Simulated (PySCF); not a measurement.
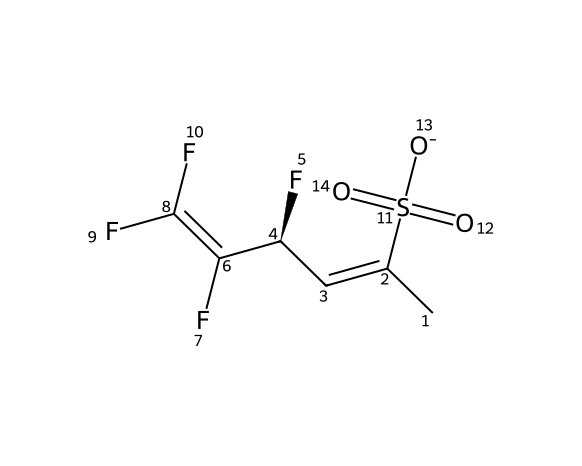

A structural formula, with wedges where it has stereocentres; small numbers name the atoms. The configuration is that of a computed structure (PBE0-D3(BJ)/def2-SVP).

Assign CIP descriptors.

Answer. C4: S; C2=C3: Z.
